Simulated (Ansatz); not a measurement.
## TiO2 (I4_1/amd): refractive index against wavelength

The refractive index of TiO2 (I4_1/amd) along x below the direct gap (2.46 eV on the mesh) is read from one computed spectrum, n = √(Re ε). x, y and z are the Cartesian axes of the input cell.

It takes space group I4_1/amd (No. 141, tetragonal). Conventional cell: a = 3.784 Å, b = 3.784 Å, c = 9.515 Å, α = 90.00°, β = 90.00°, γ = 90.00°. Ti on site a has 6 O at 1.93 to 1.98 Å as nearest neighbours. O on site e has 3 Ti at 1.93 to 1.98 Å as nearest neighbours.

Method: Ansatz 0.2.0, PBE, independent particles, k-mesh 8×8×8 with interpolation inside its cells, Gaussian parameter 0.1 eV.

Launch of the response step: `ansatz run input.yaml --threads 4 --pin off --max-ram 8192MiB --backend cpu --events-out ev --progress --plain --runs-dir out`. The run took 30 s, on 4 threads of Arm Neoverse V1, on a shared host.

| wavelength (nm) | photon energy E (eV) | n |
| --- | --- | --- |
| 3000 | 0.413 | 2.6402 |
| 2000 | 0.620 | 2.6512 |
| 1550 | 0.800 | 2.6646 |
| 1310 | 0.946 | 2.6786 |
| 1064 | 1.165 | 2.7053 |
| 850 | 1.459 | 2.7540 |
| 700 | 1.771 | ? |

In the single-oscillator model n² − 1 = E₀E_d/(E₀² − E²), so 1/(n² − 1) = E₀/E_d − E²/(E₀E_d) is linear in E².

Working, on the rows shown:

| x = E² (eV²) | y = 1/(n² − 1) |
| --- | --- |
| 0.170801 | 0.167486 |
| 0.384302 | 0.165869 |
| 0.639837 | 0.163932 |
| 0.895757 | 0.161946 |
| 1.35784 | 0.158262 |
| 2.12762 | 0.151871 |

Means: x̄ = 0.92936, ȳ = 0.16156. Σ(x − x̄)(y − ȳ) = -0.02057, Σ(x − x̄)² = 2.577. Slope = -0.02057 / 2.577 = -0.007981; intercept = ȳ − slope · x̄ = 0.16898. Turned back into n, the line misses the rows shown by at most 0.00099.

Fill in the last column of the withheld row.

At x = 3.1372 the line gives y = 0.14394, that is 2.8191. The run gave 2.8293, so the extrapolation is off by 0.01, 5 % of the range in the table.

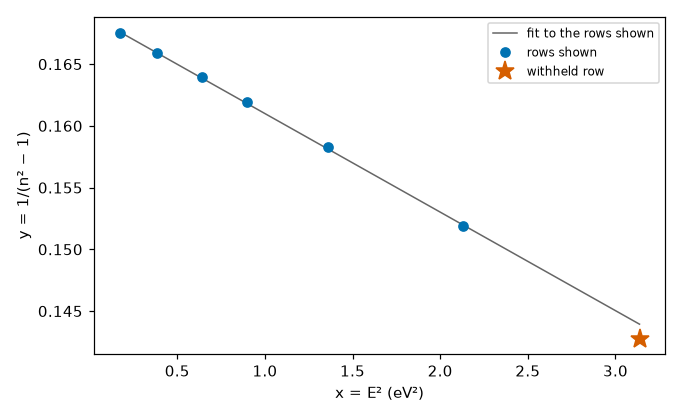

Refitted with all rows, the slope is -0.008313 and the intercept 0.16922. These give E₀ = √(intercept/−slope) = 4.51 eV and E_d = E₀/intercept = 26.7 eV; E₀ is 1.8 times the direct gap. The electronic limit at long wavelengths, without lattice vibrations, is n = √(1 + 1/intercept) = 2.629. Excitons are left out and so are local fields; PBE gaps are as a rule too small.
